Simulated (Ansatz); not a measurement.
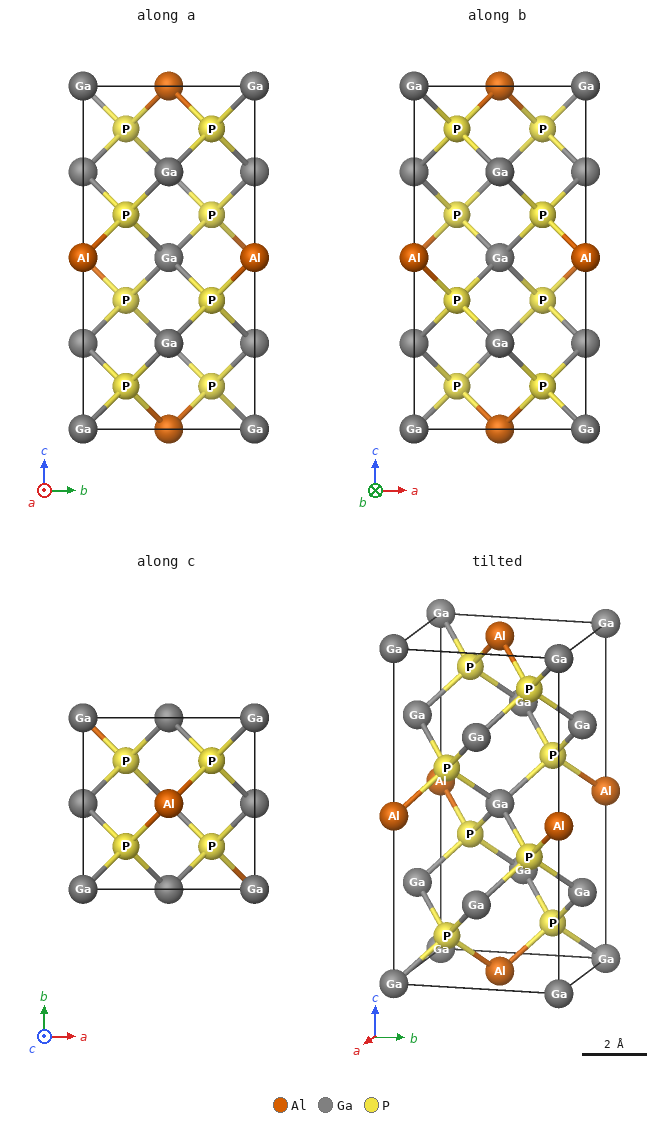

Drawn in the ball-and-stick manner and seen along the a axis, along the b axis, along the c axis and slightly off an axis. The lines enclose the conventional unit cell; boundary atoms appear with their images.

Lattice parameters: a = 5.395 Å, b = 5.395 Å, c = 10.790 Å, α = 90.00°, β = 90.00°, γ = 90.00°.

Convert the drawing into a table of Wyckoff sites.

Answer. Space group I-42m (No. 121).
```csv
atom,site,x,y,z
Al,2b,0.5000,0.5000,0.0000
Ga,2a,0.0000,0.0000,0.0000
Ga,4d,0.5000,0.0000,0.2500
P,8i,0.7503,0.7503,0.3752
```

Starting structure: a structure type filled with these elements by a generator (whether the compound takes this form wasn't checked). The cell was then strained or its atoms displaced on purpose. It was relaxed at fixed volume with Ansatz 0.2.0, DFT PBE, scalar-relativistic, plane waves, PAW.

At this level of theory the run's own cell isn't at rest (compressed, at 6 GPa), so its distances can differ from those at equilibrium, the more so the softer the solid.
